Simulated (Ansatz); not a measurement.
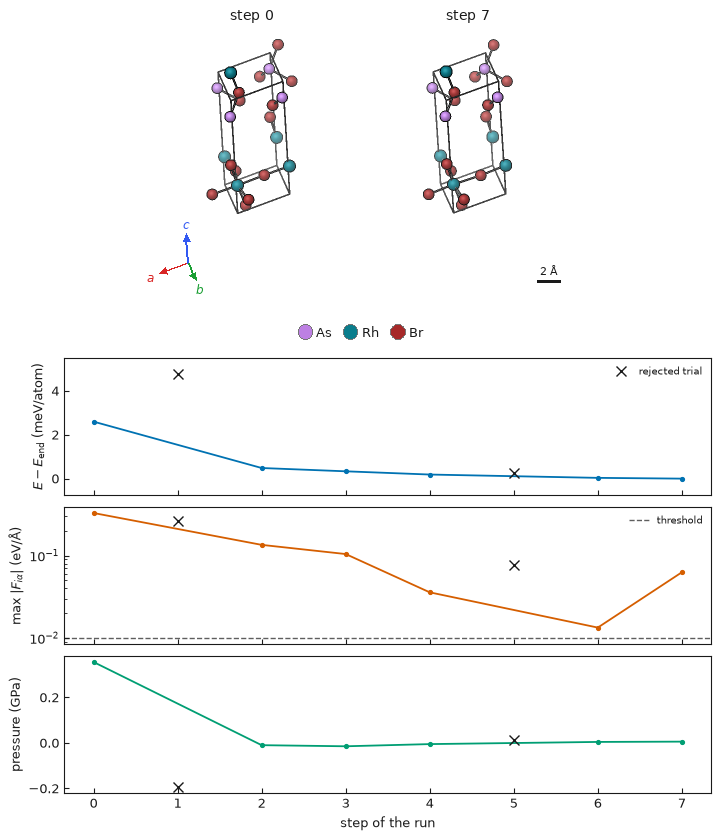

First and last geometry of a relaxation of crystalline AsRhBr$_{6}$ (built on the MoWO6-8 type type), with the history of the run. Style: ball-and-stick. Shown: the cell of the calculation, from a free direction.

Level of theory: DFT, r2SCAN+rVV10, plane waves, PAW (Ansatz 0.2.0).

Input
```yaml
crystal:
  lattice:
    - [3.5767899086, -3.5031625789, -0.6685944942]
    - [3.5767899086, 3.5031625789, -0.6685944942]
    - [-1.7841129861, 0.0, 10.603796987]
  atoms:
    - { symbol: As, position: [1.0409264143, 1.0409264143, 0.8744224183] }
    - { symbol: Rh, position: [-0.0353568155, -0.0353568155, 0.2335384856] }
    - { symbol: Br, position: [0.4293480791, -0.1294454222, 0.2092727675] }
    - { symbol: Br, position: [-0.1294454222, 0.4293480791, 0.2092727675] }
    - { symbol: Br, position: [0.6554937222, 1.1489757283, 0.7265700907] }
    - { symbol: Br, position: [1.1489757283, 0.6554937222, 0.7265700907] }
    - { symbol: Br, position: [0.092081304, 0.092081304, 0.4680568426] }
    - { symbol: Br, position: [-0.2020220201, -0.2020220201, 0.9862975171] }
kpoints:
  mp_grid: { grid: [6, 6, 2] }
hamiltonian:
  xc: r2scan
  dispersion: rvv10
scf:
  occupations: { method: fermi_dirac, width: 0.03 }
relax:
  f_tol: 0.01
  cell: {}
  max_steps: 120
```

Command:
```bash
ansatz run input.yaml --threads 4 --pin off --max-ram 4608MiB --backend cpu --events-out ev --progress --plain --runs-dir out
```

**What do the curves and the structures tell?**

The run was cut off at its time limit before the relaxation converged, so the last structure is only a point on the way. The largest moves relative to the cell, 0.080 Å, are those of Br3 and Br4. Br3 goes along [−2 1 −1]. Largest moves by element: Br 0.080 Å, Rh 0.063 Å, As 0.031 Å. The volume changes by +1.0 %, with a = b 5.051 → 5.058 Å (+0.1 %), c 10.753 → 10.771 Å (+0.2 %), α 104.4° → 103.7°, β 104.4° → 103.7°, γ 87.8° → 88.2°. Near-neighbour distances that change, for instance: Rh2–Br8 2.514 → 2.582 Å, As1–Br8 2.457 → 2.450 Å, Rh2–Br7 2.368 → 2.375 Å, As1–Br5 2.330 → 2.326 Å. Bond angles that change, for instance: Br3–Rh2–Br4 106.6° → 102.6°, Br3–Rh2–Br4 69.8° → 73.5°, Br3–Rh2–Br7 96.4° → 98.7°. The space group stays Cm (No. 8). After 5 accepted moves (7 points after the start) the energy has fallen by 2.6 meV per atom. Largest force component: 0.33 eV/Å at the start, 0.063 eV/Å at the end. Pressure: 0.36 GPa at the start and 0.01 GPa at the end. The line search rejected the trial steps at points 1, 5 of the run. The run took 7.7 min on 4 threads of Intel(R) Xeon(R) Processor @ 2.50GHz (Skylake/Cascade Lake), on a shared host, peak memory 1.4 GiB.
